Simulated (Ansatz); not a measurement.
**PtC (model cell, started as CsCl type): from the cell to its phonons**

Task: relax PtC (model cell, started as CsCl type), then find its harmonic phonons.

Main program and level: Ansatz 0.2.0; DFT PBEsol, scalar-relativistic, plane waves, PAW.

The structure was built from a prototype and need not be the compound's stable phase.

## Step 1: Starting point

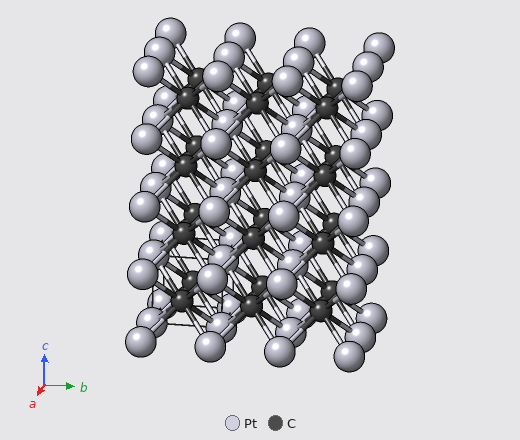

The cell as given, slightly off an axis (platinum light grey, carbon dark grey). 2×3×4 cells are drawn. Some periodic images of atoms are drawn too.

Structure file:

```cif
data_structure
_symmetry_space_group_name_H-M 'Pm-3m'
_symmetry_Int_Tables_number 221
_cell_length_a 2.5519
_cell_length_b 2.5519
_cell_length_c 2.5519
_cell_angle_alpha 90.000
_cell_angle_beta 90.000
_cell_angle_gamma 90.000
_cell_volume 16.62
loop_
_atom_site_label
_atom_site_type_symbol
_atom_site_symmetry_multiplicity
_atom_site_Wyckoff_symbol
_atom_site_fract_x
_atom_site_fract_y
_atom_site_fract_z
_atom_site_occupancy
Pt1 Pt 1 a 0.00000 0.00000 0.00000 1
C1 C 1 b 0.50000 0.50000 0.50000 1
```

## Step 2: Rough relaxation

The start is far from rest, so a relaxation with loose tolerances brings it close first.

Input file input.yaml:

```yaml
crystal:
  lattice:
    - [2.55189, 0.0, 0.0]
    - [0.0, 2.55189, 0.0]
    - [0.0, 0.0, 2.55189]
  atoms:
    - { symbol: Pt, position: [0.0, 0.0, 0.0] }
    - { symbol: C, position: [0.5, 0.5, 0.5] }
kpoints:
  mp_grid: { grid: [8, 8, 8] }
hamiltonian:
  xc: pbesol
scf:
  occupations: { method: gaussian, width: 0.1 }
output:
  forces: true
  stress: true
  eigenvalues: true
relax:
  adjacent_minimum: "off"
  f_tol: 0.05
  max_steps: 80
  cell: { stress_tol: 0.5 }
```

Started as:

```sh
ansatz run input.yaml --threads 4 --pin off --max-ram 7168MiB --backend cpu --events-out ev --progress --plain --runs-dir out
```

Numbers of over 12 decimals in the logs are rounded to 6 here.

Log:

```text
The last accepted step is kept in <dir> (removed where the run ends without a failure and the disk answers)
Engine: ansatz 0.2.0, aarch64-unknown-linux-gnu
Pseudopotentials: kind: paw
Pseudopotential: Pt, paw, valence charge 18, recommended cutoff 420 eV (normal), Pt.paw.azcp
Pseudopotential: C, paw, valence charge 4, recommended cutoff 420 eV (normal), C.paw.azcp
Functional definition: PBEsol
  exchange = pbesol_x
[...]
--- Relaxed structure (6 steps of the walk, 6 accepted, 2 SCFs on fresh bases) ---
  F+E_penalty+E_count = -12626.64524005 eV   max|allowed force component| = 1.972e-31 eV/Å   (the final SCF, on the basis selected at the relaxed cell)
  cell:  # Å, volume = 21.1984 Å³
    - [2.767587, 0, 0]
    - [0, 2.767587, 0]
    - [0, 0, 2.767587]
  atoms:
    - { symbol: Pt, position: [0, 0, 0] }
    - { symbol: C, position: [0.5, 0.5, 0.5] }
[key lines of the parts left out:]
SCF converged after 6 iterations
Free energy (F): -12626.645240 eV
Fermi energy:    20.807031 eV
P = ⅓ Tr σ = 0.0813 GPa (0.813 kbar)
```

Elapsed: 2 s, on 4 threads of Arm Neoverse V2, shared host; peak memory 0.28 GiB; 6 s of CPU time.

Relaxation path:

```
step  energy less that of the first step (eV)  largest force component (eV/Å)  pressure (GPa)  volume (Å³)
   1                                   0.0000                          0.0000          122.14        16.62
   2                                  -1.1660                          0.0000           35.37        19.17
   3                                  -1.3390                          0.0000           10.09        20.45
   4                                  -1.3578                          0.0000            1.52        21.00
   5                                  -1.3581                          0.0000            0.01        21.11
  6*                                  -1.3784                          0.0000            1.18        21.11
   7                                  -1.3786                          0.0000            0.08        21.20
  8*                                  -1.3787                          0.0000            0.08        21.20
```

Relaxation steps marked * repeat the geometry before them on a plane-wave basis chosen anew for their cell, so energy and pressure can jump there.

The run keeps the 48 symmetry operations that it works with, so distortions that break them were not tested.

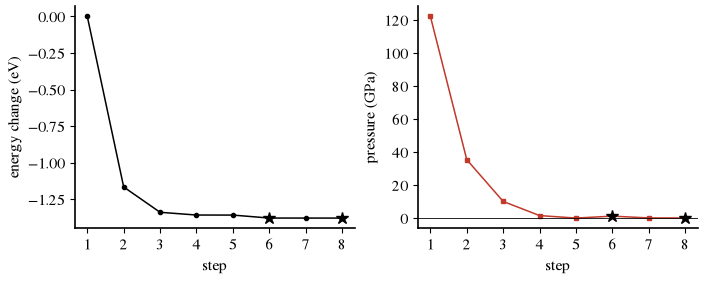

Energy and pressure along the relaxation. Stars mark steps on a basis chosen anew.

```
conventional cell, symmetrised  before  after   change
                         a (Å)   2.552  2.768   +8.5 %
                         b (Å)   2.552  2.768   +8.5 %
                         c (Å)   2.552  2.768   +8.5 %
              volume (Å³/atom)    8.31  10.60  +27.6 %
```

The relaxed structure:

```xyz
2
Lattice="2.7676 0.0000 0.0000 0.0000 2.7676 0.0000 0.0000 0.0000 2.7676" Properties=species:S:1:pos:R:3 pbc="T T T"
Pt    0.0000    0.0000    0.0000
C     1.3838    1.3838    1.3838
```

This step gave:

```yaml
pressure: 0.08133 GPa
volume_per_atom: 10.60 Å³
gap_on_the_k_mesh: 0 eV
```

In this step the volume went from 8.31 to 10.60 Å³/atom.

## Step 3: Relaxation

Harmonic phonons are second derivatives at a point where the forces vanish, and they are wanted at zero stress, so atoms and cell are relaxed first.

input.yaml, the sections that differ from step 2:

```yaml
crystal:
  lattice:
    - [2.7675874118, 0.0, 0.0]
    - [0.0, 2.7675874118, 0.0]
    - [0.0, 0.0, 2.7675874118]
  atoms:
    - { symbol: Pt, position: [0.0, 0.0, 0.0] }
    - { symbol: C, position: [0.5, 0.5, 0.5] }
kpoints:
  mp_grid: { grid: [14, 14, 14] }
relax:
  adjacent_minimum: "off"
  f_tol: 0.005
  max_steps: 80
  cell: { stress_tol: 0.05 }
# hamiltonian, scf, output: as in step 2
```

Log:

```text
[...]
Crystal: 2 atoms, lattice volume = 21.198 Å³
Basis set: ecut = 420 eV, 437 PW (Γ), exchange–correlation on 40×40×40 points (8 copies of the dense FFT grid, shifted against one another)
Bands: 15, of which v1, the nominal top of the filled ones, is band 11 counted from 1 (10 counted from 0)
Symmetry: 48 space group operations
[...]
k-points: 120 of 2744
[...]
k-point 119: bands = [... 7 lower, 12.6387, 20.4644, 20.4644, 24.6716, 24.6716, 24.6716, 26.0327, 26.0327]
--- Relaxed structure (3 steps of the walk, 3 accepted, 1 SCFs on fresh bases) ---
[...]
cell:  # Å, volume = 21.2922 Å³
    - [2.771663, 0, 0]
    - [0, 2.771663, 0]
    - [0, 0, 2.771663]
  atoms:
    - { symbol: Pt, position: [0, 0, 0] }
    - { symbol: C, position: [0.500000, 0.500000, 0.500000] }
[key lines of the parts left out:]
SCF converged after 8 iterations
Free energy (F): -12626.663350 eV
Fermi energy:    20.615474 eV
P = ⅓ Tr σ = 0.0032 GPa (0.032 kbar)
```

The job ended after 2.3 s (4 threads; peak memory 0.33 GiB).

The steps of the relaxation:

```
step  energy less that of the first step (eV)  largest force component (eV/Å)  pressure (GPa)  volume (Å³)
   1                                   0.0000                          0.0000            1.18        21.20
   2                                  -0.0001                          0.0000           -0.49        21.33
   3                                  -0.0002                          0.0000            0.00        21.29
  4*                                  -0.0003                          0.0000            0.00        21.29
```

Relaxation steps marked * repeat the geometry before them on a plane-wave basis chosen anew for their cell, so energy and pressure can jump there.

Forces are held to the 48 operations that the run works with; a distortion that breaks them can't arise in this run.

```
conventional cell, symmetrised  before  after  change
                         a (Å)   2.768  2.772  +0.1 %
                         b (Å)   2.768  2.772  +0.1 %
                         c (Å)   2.768  2.772  +0.1 %
              volume (Å³/atom)   10.60  10.65  +0.4 %
```

Final coordinates:

```xyz
2
Lattice="2.7717 0.0000 0.0000 0.0000 2.7717 0.0000 0.0000 0.0000 2.7717" Properties=species:S:1:pos:R:3 pbc="T T T"
Pt    0.0000    0.0000    0.0000
C     1.3858    1.3858    1.3858
```

This step gave:

```
pressure        : 0.003204 GPa
volume per atom : 10.65 Å³
```

In this step the volume went from 10.60 to 10.65 Å³/atom.

## Step 4: Tight relaxation

Phonons need a cell at rest on their own settings, so the relaxation is repeated with tight tolerances on forces and stress on the k mesh and occupations of the first response run.

Input file input.yaml:

```yaml
crystal:
  lattice:
    - [2.7716628861, 0.0, 0.0]
    - [0.0, 2.7716628861, 0.0]
    - [0.0, 0.0, 2.7716628861]
  atoms:
    - { symbol: Pt, position: [0.0, 0.0, 0.0] }
    - { symbol: C, position: [0.5, 0.5, 0.5] }
kpoints:
  mp_grid: { grid: [16, 16, 16] }
hamiltonian:
  xc: pbesol
scf:
  occupations: { method: methfessel_paxton, width: 0.15 }
output:
  forces: true
  stress: true
  eigenvalues: true
relax:
  adjacent_minimum: "off"
  f_tol: 0.001
  max_steps: 60
  cell: { stress_tol: 0.01 }
```

Log:

```text
[...]
Crystal: 2 atoms, lattice volume = 21.292 Å³
Basis set: ecut = 420 eV, 437 PW (Γ), exchange–correlation on 40×40×40 points (8 copies of the dense FFT grid, shifted against one another)
Bands: 15, of which v1, the nominal top of the filled ones, is band 11 counted from 1 (10 counted from 0)
Symmetry: 48 space group operations
[...]
k-points: 165 of 4096
[...]
k-point 164: bands = [... 7 lower, 12.6434, 20.4878, 20.4878, 24.6858, 24.6858, 24.6858, 26.0479, 26.0479]
--- Relaxed structure (3 steps of the walk, 3 accepted, 1 SCFs on fresh bases) ---
[...]
cell:  # Å, volume = 21.2826 Å³
    - [2.771246, 0, 0]
    - [0, 2.771246, 0]
    - [0, 0, 2.771246]
  atoms:
    - { symbol: Pt, position: [0, 0, 0] }
    - { symbol: C, position: [0.5, 0.5, 0.5] }
[key lines of the parts left out:]
SCF converged after 4 iterations
Free energy (F): -12626.655883 eV
Fermi energy:    20.635853 eV
P = ⅓ Tr σ = -0.0005 GPa (-0.005 kbar)
```

Run time: 2.6 s. Hardware: 4 threads; peak memory 0.35 GiB; 9 s of CPU time.

Little changed from the start: no atom moved by 0.005 Å and no cell edge by 0.1 %.

This step gave:

```yaml
pressure: -5.18e-4 GPa
volume_per_atom: 10.64 Å³
```

The forces vanish by symmetry and the pressure is -0.001 GPa, within the tolerances set. The cell now holds 10.64 Å³/atom.

## Step 5: Modes at Γ

The zone centre comes first: it holds the modes that light can see, as far as symmetry allows. No field response is asked, since the mesh shows no gap.

input.yaml, the sections that differ from step 4:

```yaml
crystal:
  lattice:
    - [2.7712460625, 0.0, 0.0]
    - [0.0, 2.7712460625, 0.0]
    - [0.0, 0.0, 2.7712460625]
  atoms:
    - { symbol: Pt, position: [0.0, 0.0, 0.0] }
    - { symbol: C, position: [0.5, 0.5, 0.5] }
output:
  eigenvalues: true
phonons:
  method: dfpt
# kpoints, hamiltonian, scf: as in step 4
# relax: removed
```

Log:

```text
[...]
Crystal: 2 atoms, lattice volume = 21.283 Å³
Basis set: ecut = 420 eV, 437 PW (Γ), exchange–correlation on 40×40×40 points (8 copies of the dense FFT grid, shifted against one another)
Bands: 15, of which v1, the nominal top of the filled ones, is band 11 counted from 1 (10 counted from 0)
Symmetry: 48 space group operations
k-points: 405 of 4096 (irreducible under 8 space group operations, time reversal used)
[...]
SCF iter   1: F=—  HF=-12626.658241 eV  |F-HF|=—  |Δ(HF+E_count)|=         —  Δρ=9.17e-3  dr2=9.78e-3  ethr=1.77e-3  ⟨swp⟩=4.7  Hψ=27356  notcnv=0
[...]
SCF iter   7: F=-12626.655883 eV  HF=-12626.655883 eV  |F-HF|=1.09e-11  |Δ(HF+E_count)|=  1.09e-11  S|Δr|=    0.00e0  Δρ=4.25e-8  dr2=2.05e-13  ethr=1.00e-12  ⟨swp⟩=5.1  Hψ=24172  notcnv=0
SCF 1 converged in 7 iterations: F = -12626.655883 eV  dr2 = 2.05e-13
[...]
DFPT response loops at Γ: preconditioner auto → Kerker (q_TF=auto, 2.743 Å⁻¹) (partly filled bands, converged f_vac=0.000); β = 1.00, the filter's whole step (`scf.mixing.beta` (0.50) is not read by the response loops under this deck's `scf.mixing.preconditioner`; to damp them name `kerker` or `kerker_dos`, under which they read `scf.mixing.beta`, and type it under 1.00, their step now; both keys bind the ground state too); Broyden in place of MSR1
SCF converged after 7 iterations
[...]
Free energy (F): -12626.655883 eV
[...]
Internal energy: -12626.657855 eV  (E = F + TS)
E sigma→0 (E₀):  -12626.656376 eV
Entropy (-TS):   0.001972 eV (0.986 meV/atom)
Fermi energy:    20.635853 eV
[...]
--- Band table (eV; the first three rows and the last of 405) ---
  k-point 0: bands = [... 7 lower, 18.7888, 18.7888, 18.7888, 20.4175, 20.4175, 20.4175, 25.0119, 36.4094]
  k-point 1: bands = [... 7 lower, 18.4820, 18.4820, 18.7974, 20.1515, 20.7525, 20.7525, 25.2698, 36.0872]
  k-point 2: bands = [... 7 lower, 17.8992, 17.8992, 18.8220, 19.5781, 21.4195, 21.4195, 25.8621, 35.2988]
  k-point 404: bands = [... 7 lower, 12.6434, 20.4878, 20.4878, 24.6858, 24.6858, 24.6858, 26.0479, 26.0479]
--- Phonons (Γ-DFPT): 2 representative perturbations + reference, on 405 of 4096 k-points (Σ response iterations 7) ---
  k mesh reduced under 8 symmetry operations, with k and −k counted as one. Each operation leaves every solved perturbation unchanged. A smaller set is not used because it would not reduce the number of displacements times k-points to solve
  ASR residual: 3.084e-5 → 0.000e0 eV/Å²; symmetrization residual: 1.220e-6 eV/Å²
  ASR residual per site (eV/Å²): 3.08e-5 4.14e-7
  Γ frequencies (cm⁻¹): -273.79 -273.79 -273.79 0.00 0.00 0.00
  non-analytic LO–TO correction: not included (Born effective charges unavailable; polar crystals: no LO–TO splitting at Γ)
```

Run time: 7.6 s. Hardware: 4 threads; peak memory 0.63 GiB.

In the SCF lines HF is the Harris–Foulkes energy and dr2 the Hartree energy of the density residual, in eV; the loop may stop once dr2 is under the threshold and the program's other checks hold. Hψ counts applications of the Hamiltonian.

This step gave:

```
sum-rule residual before enforcement                    : 3.08e-5 eV/Å²
point group                                             : m-3m
highest optical mode at the zone centre (no LO-TO term) : -273.8 cm⁻¹
lowest optical zone-centre mode                         : -273.8 cm⁻¹
```

Patterns of degenerate modes are one choice out of their space. Modes at Γ, with each element's share of the kinetic energy (negative means imaginary):

```
mode  frequency (cm⁻¹)  symmetry  Pt %  C %
   1            -273.8       T1u     6   94
   2            -273.8       T1u     6   94
   3            -273.8       T1u     6   94
   4               0.0  acoustic    94    6
   5               0.0  acoustic    94    6
   6               0.0  acoustic    94    6
```

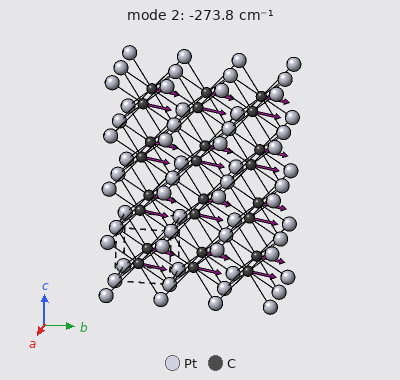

Displacement patterns of mode 2 at Γ; arrows are exaggerated. 2×3×4 cells are drawn. Some periodic images of atoms are drawn too.

Before it was imposed, the acoustic sum rule was missed by 3.1e-5 eV/Å². Small misses are needed for a sound result but don't prove that mesh and cutoff are converged. The lowest optical mode is imaginary, 273.8i cm⁻¹, so the energy falls along it.

[end of part 1 of 2]

[Logs are printed without paths, hosts, clocks, repeated set-up lines and the standing remarks that a program may print on its own settings, such as how far it seeks lower states.]

[Hosts, paths, dates, database ids (printed as entryN), source tags and the programs' standing remarks are cut or masked in the printed files.]
